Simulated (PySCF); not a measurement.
F₂H₄P₂Si (SMILES FP(F)P[SiH3])

```xyz
9

F     2.5668    1.7312    0.5336
P     1.8884    0.2754    0.3878
F     1.6488    0.3162   -1.2159
P    -0.1884    0.8340    1.0052
Si   -1.2277   -0.5479   -0.4702
H    -0.1882   -0.1320    2.0600
H    -2.5619   -0.8570    0.1226
H    -0.4832   -1.8221   -0.7033
H    -1.3949    0.1871   -1.7531
```

Geometry: PBE0-D3(BJ)/def2-SVP.

Computed with PBE0/pcSseg-1, SCF density, gas phase, non-relativistic in PySCF.

What will maps of the electron density and electron localisation function show?

Si–P (2.27 Å): ρ is about 0.71 e/Å³ halfway, with its minimum of 0.61 e/Å³ about 0.8 Å from Si; the ELF peaks at about 0.95 between the atoms, as expected for a shared electron pair.
Si–H (1.49 Å): ρ is about 0.78 e/Å³ halfway; the ELF climbs to about 1 towards the hydrogen, as it does in any bond to H.

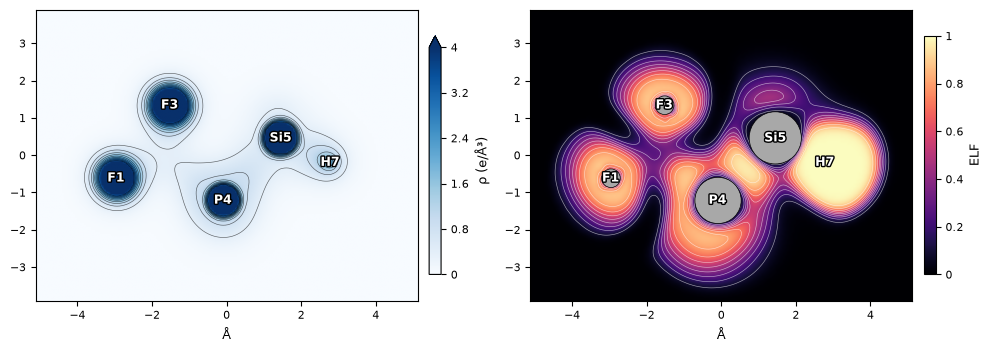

Computed electron density and electron localisation function on the plane of atoms P4, Si5 and H7, in this order. Grey discs cover the atomic cores in the ELF map. 
